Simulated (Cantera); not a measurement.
Input: 1 mol FeS₂, 1.3 mol SO₃, 1.7 mol CO₂, held at 88.0 mbar.

Cantera equilibrium calculation (NASA polynomials, part measured and part estimated; ideal gas, pure solids and liquids). Candidate condensed phases: C, Fe, Fe(CO)₅, FeO, FeS, FeSO₄, FeS₂, Fe₂O₃, Fe₂(SO₄)₃, Fe₃O₄, S; 25 gas species. Metal and sulfide melt together well below either melting point, which pure phases cannot show. Mutual solubility and eutectic melting of coexisting phases are not modelled. The tables' stoichiometric FeO is somewhat more stable than real wüstite, so its field is too wide. FeO, FeS: taken at fixed stoichiometry. Gases not in the tables: S₃ to S₇. Rates play no part.

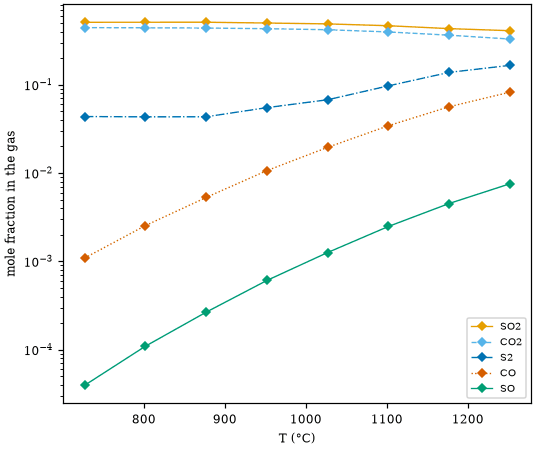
*Equilibrium gas composition (values under 1e-9 drawn at 1e-9)*

From 727 °C to 802 °C the condensed part is FeS(s). From 877 °C to 1027 °C the condensed part is FeS(s) + Fe₃O₄(s). From 1102 °C to 1177 °C the condensed part is FeO(s) + FeS(s). At 1252 °C the condensed part is FeO(s) + FeS(l).
